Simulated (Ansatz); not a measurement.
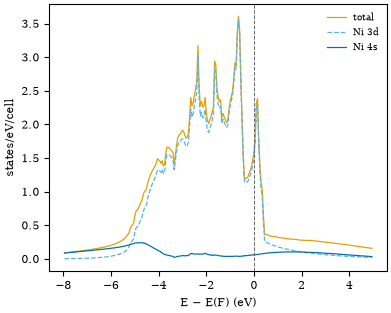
Total and projected density of states of Ni (fcc (Cu type), Fm-3m), plane-wave PAW PBEsol (Ansatz code)

### Question
Which orbitals carry the states next to the Fermi level?

### Answer
Within 0.5 eV of the Fermi level: Ni 3d 94 %. Projections are on Löwdin-orthogonalised atomic valence shells; empty p or d shells of many metals are not among them.

### Question
Where is the tallest occupied peak in this window, and what makes it?

### Answer
Near -0.6 eV, about 3.6 states/eV per cell; the largest projected share is Ni 3d.

The cell was relaxed with PBEsol under the symmetry of its start. Magnetic state: ferromagnetic, chosen from 3 collinear starts compared on coarse meshes (ties went to the first, and starts can fall back to one state), not a proven ground state. Textbook magnetic order: ferromagnetic.

Potentials: the earlier of the program's two PAW sets. The files were generated under PBE; for other functionals the program regenerates the frozen cores, and for LDA and PBEsol the local potential too.
